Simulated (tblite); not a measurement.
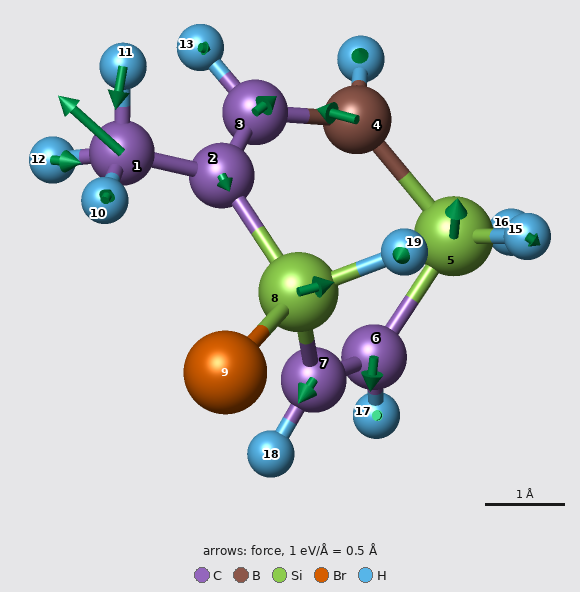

Starting geometry of C5H10BBrSi2 with the computed forces as green arrows. The picture is a ball-and-stick view, seen from a free direction.

Level of theory: GFN2-xTB geometry optimisation, gas phase (tblite). 

**Is this structure relaxed? If not, where do the atoms go?**

It isn't relaxed: the largest force vector, on a C atom, is 2.20 eV/Å. The final displacements have little in common with the starting forces (cosine between the two patterns 0.23). After 122 geometry steps the energy has fallen by 51.2 kJ/mol. An H atom moves most after the best rigid fit: 1.01 Å. By element the largest moves are H 1.01 Å, Br 0.31 Å, B 0.20 Å, Si 0.16 Å, C 0.10 Å. Among the contacts that change: Si–Si 3.418 → 3.372 Å, C–H 1.134 → 1.089 Å, C–Si 1.850 → 1.895 Å, C–C 1.466 → 1.495 Å. Bond angles that change, for instance: C–Si–H 106.2° → 116.4°, B–Si–C 105.8° → 115.0°, C–Si–H 113.0° → 104.0°. Groups turn about C–C by about 55°, B–Si by about 35°, B–C by about 25°. The run took 1.5 s on 1 thread of Arm Neoverse V1, with other jobs on the host.
